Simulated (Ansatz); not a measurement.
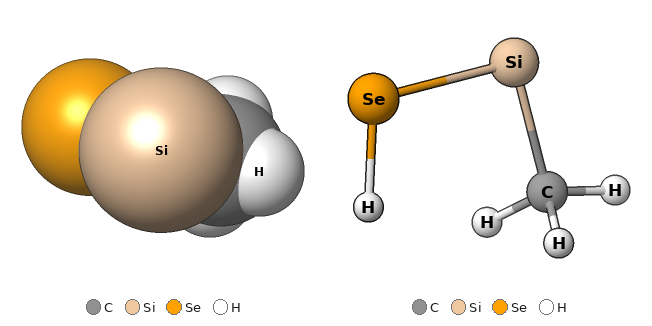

The same structure drawn twice, from different directions.

The geometry was computed by an optimisation with PBE0-D4/def2-TZVP. No frequency run is at hand to confirm it as a minimum.

Give the formula.

Answer. CH4SeSi, 7 atoms: 1 carbon, 4 hydrogen, 1 selenium and 1 silicon.

How many atoms are distinct by symmetry?

Answer. 6: 1 C, 1 Si, 1 Se, 2 H, 1 H, 1 H.

Count the bonded pairs by element.

Answer. 3 C–H, 1 C–Si, 1 Se–Si, 1 Se–H. Sticks follow a distance rule.

The parts below concern this one geometry. Atoms keep their numbers from picture to picture.

## Shape

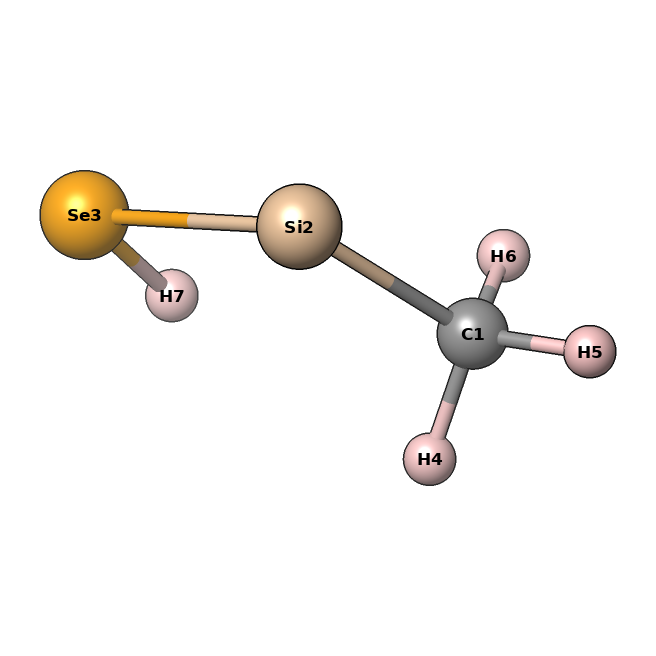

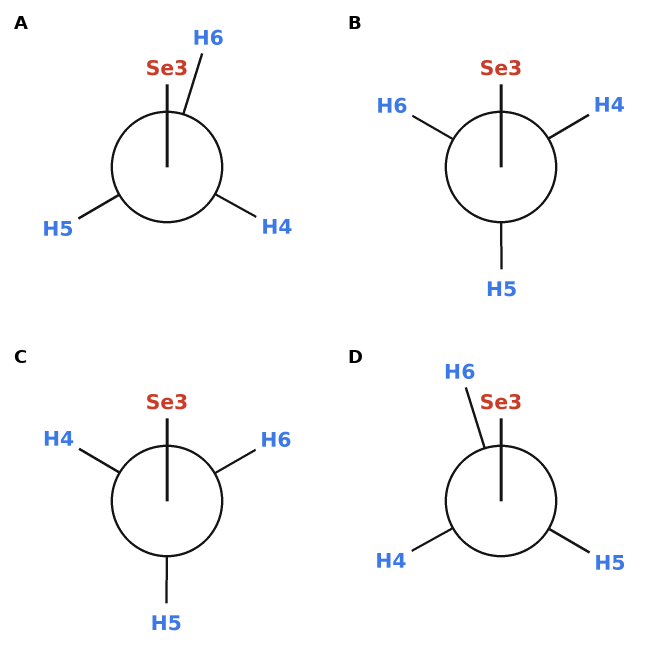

Distant atoms are faded towards the background colour. Bonds that would overlap in a projection are set slightly apart. No frequency run is at hand to confirm it as a minimum.

Which Newman projection shows the view along Si2–C1, with Si2 in front?

Answer. C. The torsion angle Se3–Si2–C1–H4 is −59°, synclinal (gauche).

## Electronic properties

No frequency run is at hand to confirm it as a minimum. Level of theory: RKS r2SCAN-D4/def2-TZVPP (Ansatz 0.2.0).

What is the dispersion correction?

Answer. −3.4 kJ/mol.

## Dipole moment

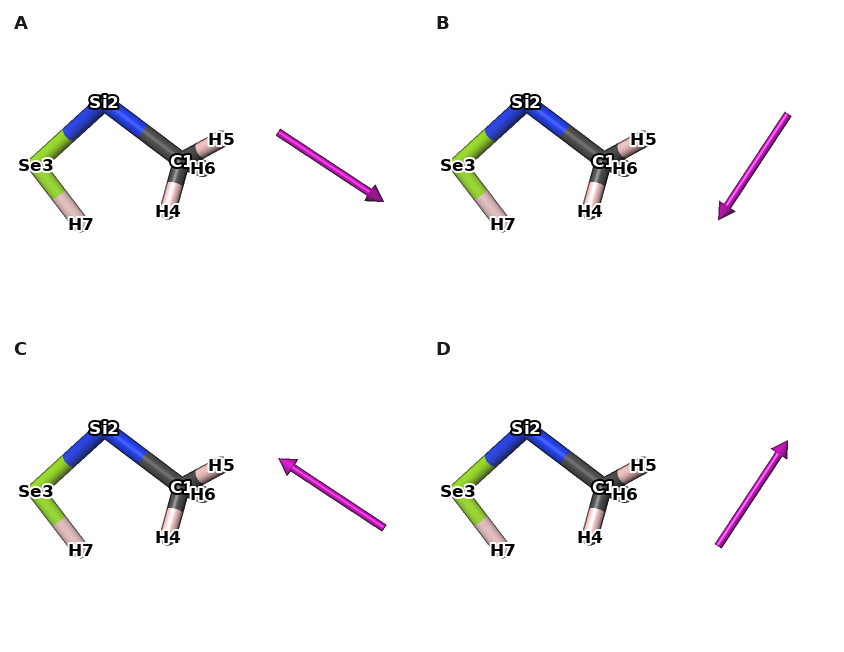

The same molecule four times, each with an arrow. No frequency run is at hand to confirm it as a minimum. Level of theory: RKS PBE0-D4/def2-TZVP (Ansatz 0.2.0).

Which arrow points along the dipole moment, from the negative to the positive end?

Answer. A. The dipole moment is 1.84 D; it points from the side of Se3 to the side of H4, H5, H6 (the outermost atoms at the two ends).

## Charges

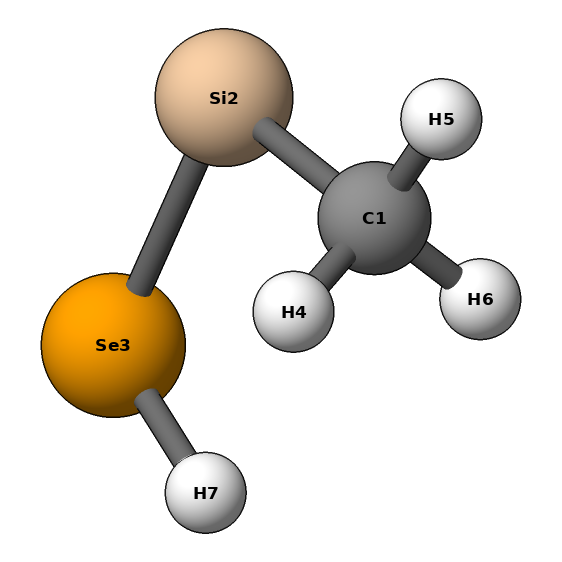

The questions are on Mulliken charges. No frequency run is at hand to confirm it as a minimum. Level of theory: RKS PBE0-D4/def2-TZVP (Ansatz 0.2.0).

List the Mulliken charges.

| atom | value (e) |
| --- | --- |
| C1 | −0.52 |
| Si2 | 0.19 |
| Se3 | −0.23 |
| H4 | 0.15 |
| H5 | 0.15 |
| H6 | 0.15 |
| H7 | 0.12 |

Mulliken values depend strongly on the basis set and can even reverse the polarity of a bond.
